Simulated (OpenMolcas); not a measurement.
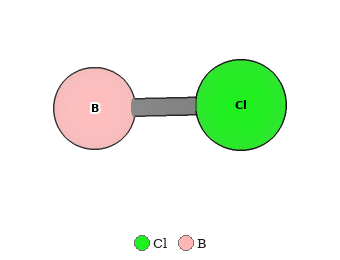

The molecule at the reference distance of 1.603 Å.

**Relativistic diatomic calculation for ClB⁺ (part 1 of 2)**

ClB⁺. Computed at this level: SA-CASSCF(7,7)/XMS-CASPT2 + RASSI spin-orbit (X2C scalar, AMFI), ANO-RCC-VTZP (OpenMolcas).

## Summary

- outcome: converged; components of a degenerate state are split by 15 cm⁻¹
- lowest spin-free state: ²Σ
- lowest spin-orbit level: Ω = 1/2, −485.48825 hartree
- next level: Ω = 3/2, 34,728 cm⁻¹
- hardware: 1 CPU thread, shared host
- wall time: 12 s

## Notes

To bear in mind: the two components of ⁴Δ at 6.27 eV, degenerate in CASSCF as they must be, are split by 15 cm⁻¹ in XMS-CASPT2, an artefact that passes into its spin-orbit levels.

## The input
```
&GATEWAY
Coord
2
angstrom
Cl 0.0 0.0 0.0
B 0.0 0.0 1.6030
Basis=ANO-RCC-VTZP
Group=XY
RX2C
AMFI
ANGMom
0.0 0.0 0.0
RICD
&SEWARD
&GUESSORB
&RASSCF
FileOrb=$CurrDir/o21.orb
Symmetry=1
Spin=2
nActEl=7 0 0
Inactive=5 2
RAS2=3 4
CIRoot=1 1 1
Linear
Iterations=120 100
OrbListing=Nothing
PRWF=0.15
>>COPY $Project.RasOrb $CurrDir/o21.orb
>>COPY $Project.rasscf.h5 $CurrDir/r21.h5
&CASPT2
XMultistate=all
Imaginary=0.2
IPEA=0.25
MaxIter=40
>>COPY $Project.JobMix JOB001
&RASSCF
FileOrb=$CurrDir/o22.orb
Symmetry=2
Spin=2
nActEl=7 0 0
Inactive=5 2
RAS2=3 4
CIRoot=4 4 1
Linear
Iterations=120 100
OrbListing=Nothing
PRWF=0.15
>>COPY $Project.RasOrb $CurrDir/o22.orb
>>COPY $Project.rasscf.h5 $CurrDir/r22.h5
&CASPT2
XMultistate=all
Imaginary=0.2
IPEA=0.25
MaxIter=40
>>COPY $Project.JobMix JOB002
&RASSCF
FileOrb=$CurrDir/o41.orb
Symmetry=1
Spin=4
nActEl=7 0 0
Inactive=5 2
RAS2=3 4
CIRoot=3 3 1
Linear
Iterations=120 100
OrbListing=Nothing
PRWF=0.15
>>COPY $Project.RasOrb $CurrDir/o41.orb
>>COPY $Project.rasscf.h5 $CurrDir/r41.h5
&CASPT2
XMultistate=all
Imaginary=0.2
IPEA=0.25
MaxIter=40
>>COPY $Project.JobMix JOB003
&RASSI
Nr of JobIphs=3 1 4 3
1
1 2 3 4
1 2 3
SpinOrbit
EJob
Omega
MEES
MESO
Properties=4
'AngMom' 3 'Mltpl  1' 1 'Mltpl  1' 2 'Mltpl  1' 3
Thrs=1.0d-4
>>COPY $Project.rassi.h5 $CurrDir/so.h5
```

The first orbital files come from an earlier step.

Run as:
```bash
pymolcas m.inp (one call a module block, same work directory)
```

## The program's output (extracts)
```
++    Wave function specifications:
      Number of closed shell electrons          14
      Number of electrons in active shells       7
      Number of inactive orbitals                7
      Number of active orbitals                  7
      Number of secondary orbitals              50
      Spin quantum number                      0.5
      State symmetry                             1
++    Orbital specifications:
      Symmetry species                           1   2
                                                 a   b
      Frozen orbitals                            0   0
      Inactive orbitals                          5   2
      Active orbitals                            3   4
      RAS2 orbitals                              3   4
      Secondary orbitals                        26  24
      Number of basis functions                 34  30
      printout of CI-coefficients larger than  0.15 for root  1
      energy=    -485.324390
      conf/sym  111 2222     Coeff  Weight
            85  02u 2200   0.97681 0.95417
      Natural orbitals and occupation numbers for root  1
      sym 1:   0.025216   1.965348   1.000514
      sym 2:   1.971748   1.971748   0.032713   0.032713
      RASSCF energy for state  1                   -485.32439037
::    RASSCF root number  1 Total energy:   -485.32439037
      Von Neumann Entropy (Root   1) =  0.83880
++    Wave function specifications:
      Number of closed shell electrons           2
      Number of electrons in active shells       7
      Number of inactive orbitals                1
      Number of active orbitals                  7
      Number of secondary orbitals              50
      Spin quantum number                      0.5
      State symmetry                             1
      Number of CSFs                           392
      Number of CASSCF root(s) available         1
      CASPT2 state passed to geometry opt.       1
      A file JOBMIX will be created
      This is a CASSCF or RASSCF reference function
  FINAL CASPT2 RESULT:
      Reference energy:        -485.3243903723
      E2 (Non-variational):      -0.1629639077
      Shift correction:          -0.0008898243
      E2 (Variational):          -0.1638537320
      Total energy:            -485.4882441043
      Reference weight:           0.94715
++    Wave function specifications:
      Number of closed shell electrons          14
      Number of electrons in active shells       7
      Number of inactive orbitals                7
      Number of active orbitals                  7
      Number of secondary orbitals              50
      Spin quantum number                      0.5
      State symmetry                             2
      printout of CI-coefficients larger than  0.15 for root  1
      energy=    -485.138648
      conf/sym  111 2222     Coeff  Weight
           157  022 002u  -0.80471 0.64755
           160  022 00u2   0.28864 0.08331
           181  020 202u   0.15135 0.02291
           359  020 022u   0.16304 0.02658
           361  020 0u22  -0.37009 0.13696
      printout of CI-coefficients larger than  0.15 for root  2
      energy=    -485.138648
      conf/sym  111 2222     Coeff  Weight
           157  022 002u   0.28864 0.08331
           160  022 00u2   0.80471 0.64755
           184  020 20u2  -0.16304 0.02658
           298  020 u022  -0.37009 0.13696
           360  020 02u2  -0.15135 0.02291
      printout of CI-coefficients larger than  0.15 for root  3
      energy=    -485.095621
      conf/sym  111 2222     Coeff  Weight
           157  022 002u  -0.38431 0.14770
           297  020 uud2  -0.16119 0.02598
           298  020 u022  -0.58524 0.34251
           361  020 0u22   0.63759 0.40652
      printout of CI-coefficients larger than  0.15 for root  4
      energy=    -485.095621
      conf/sym  111 2222     Coeff  Weight
           160  022 00u2   0.38431 0.14770
           294  020 uu2d  -0.16119 0.02598
           298  020 u022   0.63759 0.40652
           361  020 0u22   0.58524 0.34251
      Natural orbitals and occupation numbers for root  1
      sym 1:   0.016579   1.971089   1.522044
      sym 2:   0.078808   0.268619   1.984265   1.158596
      Natural orbitals and occupation numbers for root  2
      sym 1:   0.016579   1.971089   1.522044
      sym 2:   0.268619   0.078808   1.158596   1.984265
      Natural orbitals and occupation numbers for root  3
      sym 1:   0.014418   1.938423   0.352509
      sym 2:   0.065697   0.839609   1.958317   1.831026
      Natural orbitals and occupation numbers for root  4
      sym 1:   0.014418   1.938423   0.352509
      sym 2:   0.839609   0.065697   1.831026   1.958317
      RASSCF energy for state  4                   -485.09562090
::    RASSCF root number  1 Total energy:   -485.13864845
::    RASSCF root number  2 Total energy:   -485.13864845
::    RASSCF root number  3 Total energy:   -485.09562090
::    RASSCF root number  4 Total energy:   -485.09562090
      Von Neumann Entropy (Root   1) =  1.41828
++    Wave function specifications:
      Number of closed shell electrons           2
      Number of electrons in active shells       7
      Number of inactive orbitals                1
      Number of active orbitals                  7
      Number of secondary orbitals              50
      Spin quantum number                      0.5
      State symmetry                             2
      Number of CSFs                           392
      Number of CASSCF root(s) available         4
      CASPT2 state passed to geometry opt.       4
      A file JOBMIX will be created
      This is a MULTI-STATE CASSCF reference
      Number of CI roots used                    4
      These are:                                 1   2   3   4
      Off-diagonal elements of Heff are computed
  FINAL CASPT2 RESULT:
      Reference energy:        -485.1386484508
      E2 (Non-variational):      -0.1878642923
      Shift correction:          -0.0014103631
      E2 (Variational):          -0.1892746554
      Total energy:            -485.3279231062
      Reference weight:           0.93161
  FINAL CASPT2 RESULT:
      Reference energy:        -485.1386484502
      E2 (Non-variational):      -0.1878642896
      Shift correction:          -0.0014103631
      E2 (Variational):          -0.1892746527
      Total energy:            -485.3279231028
      Reference weight:           0.93161
  FINAL CASPT2 RESULT:
      Reference energy:        -485.0956208990
      E2 (Non-variational):      -0.2036794977
      Shift correction:          -0.0018040738
      E2 (Variational):          -0.2054835715
      Total energy:            -485.3011044705
      Reference weight:           0.92526
  FINAL CASPT2 RESULT:
      Reference energy:        -485.0956208979
      E2 (Non-variational):      -0.2036795207
      Shift correction:          -0.0018040743
      E2 (Variational):          -0.2054835950
      Total energy:            -485.3011044929
      Reference weight:           0.92526
       Total XMS-CASPT2 energies:
::    XMS-CASPT2 Root  1     Total energy:   -485.32917104
::    XMS-CASPT2 Root  2     Total energy:   -485.32917103
::    XMS-CASPT2 Root  3     Total energy:   -485.29985655
::    XMS-CASPT2 Root  4     Total energy:   -485.29985655
++    Wave function specifications:
      Number of closed shell electrons          14
      Number of electrons in active shells       7
      Number of inactive orbitals                7
      Number of active orbitals                  7
      Number of secondary orbitals              50
      Spin quantum number                      1.5
      State symmetry                             1
      printout of CI-coefficients larger than  0.15 for root  1
      energy=    -485.096993
      conf/sym  111 2222     Coeff  Weight
            32  02u 2u0u   0.69955 0.48937
            96  02u u2u0  -0.69955 0.48937
      printout of CI-coefficients larger than  0.15 for root  2
      energy=    -485.077753
      conf/sym  111 2222     Coeff  Weight
            31  02u 2uu0   0.70166 0.49233
            98  02u u20u  -0.70166 0.49233
      printout of CI-coefficients larger than  0.15 for root  3
      energy=    -485.077753
      conf/sym  111 2222     Coeff  Weight
            32  02u 2u0u  -0.70166 0.49233
            96  02u u2u0  -0.70166 0.49233
      Natural orbitals and occupation numbers for root  1
      sym 1:   0.018505   1.979779   0.998675
      sym 2:   1.493837   1.493837   0.507683   0.507683
      Natural orbitals and occupation numbers for root  2
      sym 1:   0.016520   1.981685   0.998396
      sym 2:   1.495693   1.495693   0.506006   0.506006
      Natural orbitals and occupation numbers for root  3
      sym 1:   0.016520   1.981685   0.998396
      sym 2:   1.495693   1.495693   0.506006   0.506006
      RASSCF energy for state  3                   -485.07775328
::    RASSCF root number  1 Total energy:   -485.09699310
::    RASSCF root number  2 Total energy:   -485.07775328
::    RASSCF root number  3 Total energy:   -485.07775328
      Von Neumann Entropy (Root   1) =  2.21038
++    Wave function specifications:
      Number of closed shell electrons           2
      Number of electrons in active shells       7
      Number of inactive orbitals                1
      Number of active orbitals                  7
      Number of secondary orbitals              50
      Spin quantum number                      1.5
      State symmetry                             1
      Number of CSFs                           200
      Number of CASSCF root(s) available         3
      CASPT2 state passed to geometry opt.       3
      A file JOBMIX will be created
      This is a MULTI-STATE CASSCF reference
      Number of CI roots used                    3
      These are:                                 1   2   3
      Off-diagonal elements of Heff are computed
  FINAL CASPT2 RESULT:
      Reference energy:        -485.0969931029
      E2 (Non-variational):      -0.1762985421
      Shift correction:          -0.0011258464
      E2 (Variational):          -0.1774243884
      Total energy:            -485.2744174914
      Reference weight:           0.93953
  FINAL CASPT2 RESULT:
      Reference energy:        -485.0777532837
      E2 (Non-variational):      -0.1787956430
      Shift correction:          -0.0011889449
      E2 (Variational):          -0.1799845879
      Total energy:            -485.2577378716
      Reference weight:           0.93828
  FINAL CASPT2 RESULT:
      Reference energy:        -485.0777532837
      E2 (Non-variational):      -0.1787335303
      Shift correction:          -0.0011846607
      E2 (Variational):          -0.1799181910
      Total energy:            -485.2576714747
      Reference weight:           0.93837
       Total XMS-CASPT2 energies:
::    XMS-CASPT2 Root  1     Total energy:   -485.27441749
::    XMS-CASPT2 Root  2     Total energy:   -485.25773837
::    XMS-CASPT2 Root  3     Total energy:   -485.25767098
  SPIN-FREE ENERGIES:
  (Shifted by EMIN (a.u.) =       -485.4882441043)
 SF State       Relative EMIN(au)   Rel lowest level(eV)    D:o, cm**(-1)      Abs_M
     1             0.0000000000        0.0000000000              0.0000         0.0
     2             0.1590730630        4.3285985589          34912.5019         1.0
     3             0.1590730735        4.3285988443          34912.5042         1.0
     4             0.1883875497        5.1262863793          41346.2880         1.0
     5             0.1883875586        5.1262866224          41346.2900         1.0
     6             0.2138266129        5.8185185544          46929.5171         0.0
     7             0.2305057371        6.2723806445          50590.1617         2.0
     8             0.2305731252        6.2742143672          50604.9517         2.0
```

(Continued in part 2.)
